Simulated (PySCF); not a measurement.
Cl2Sn, SMILES `Cl[Sn]Cl`.

Method: BLYP/def2-SVPD; geometry: GFN2-xTB; program: PySCF. Core potentials replace the inner electrons of Sn; spin–orbit coupling isn't included. No frequency check shows the geometry to be a minimum. GFN2-xTB bond lengths at metals and heavier atoms can be off by up to 0.1 Å and shapes distorted, which carries into these values.

Coordinates in Å:

```
Cl1      1.8145    0.9146    0.0000
Sn2      0.0000   -0.6219    0.0000
Cl3     -1.8146    0.9145    0.0000
```

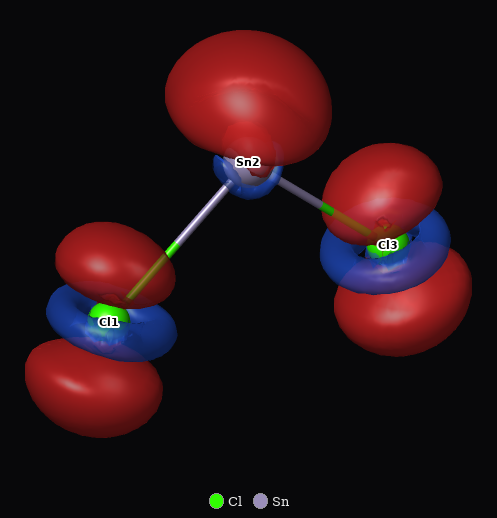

Fukui function f⁻ = ρ(N) − ρ(N−1) at fixed geometry, surfaces at ±0.03 e/Å³ (red positive, blue negative).

Which atoms respond most to the removal of an electron?

f⁻ (Hirshfeld-condensed) is largest on Sn2 (0.39) and Cl1 and Cl3 (0.30 each); the vertical ionisation energy is 9.88 eV. Condensed values hint at sites of electrophilic attack but needn't mark the atom that reacts. Orbital relaxation makes it negative in places (0.09 e in all).
